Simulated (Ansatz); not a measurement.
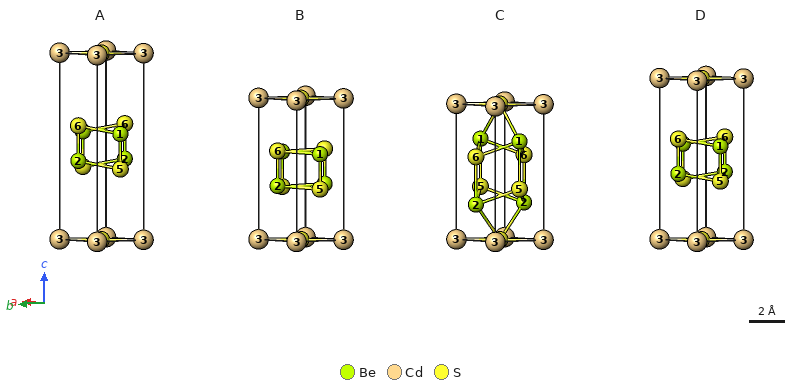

4 geometries from one relaxation of crystalline Be$_{2}$CdS$_{3}$ (a generated structure, set up in P-4m2) (coarse preliminary run), in shuffled order. A ball-and-stick model of the cell of the calculation, seen from a free direction.

Level of theory: DFT PBE, scalar-relativistic, plane waves, PAW (Ansatz). (plane-wave cutoff 420 eV; k-point mesh 6 × 6 × 2; occupations gaussian; smearing width 0.1 eV; no spin polarisation; cell and atoms relaxed; force threshold 0.04 eV/Å; at most 70 steps)

Question: Put them in the order of the run, from the start to the converged end.

Answer: C, B, D, A. They are steps 0, 5, 8, 16, at +722 meV per atom, +93.2 meV per atom, +17.3 meV per atom relative to the last. The largest moves relative to the cell, 1.75 Å, are those of Be atoms. Largest moves by element: Be 1.75 Å, S 0.03 Å. Cd stays in place. The drawn cell changes as follows: a = b 3.591 → 3.461 Å (−3.6 %), c 7.871 → 10.838 Å (+37.7 %); the volume changes by +27.9 %. Some distances before and after: Be–S 2.758 → 4.943 Å, Be–S 2.770 → 2.040 Å, Be–S 2.699 → 2.491 Å, Cd–S 2.539 → 2.447 Å. The space group stays P-4m2 (No. 115). After 14 accepted moves (16 points after the start) the energy has fallen by 722 meV per atom. The largest force component goes from 2.2 to 0.023 eV/Å. Pressure: −4.24 GPa at the start and −0.01 GPa at the end. The SCF was repeated twice at an unchanged geometry on a basis and grid sized afresh for the cell, which shifted the energy by 6.1 meV per atom at most.

Limits of the set-up: the k-point mesh is coarse for a cell with partly filled bands.
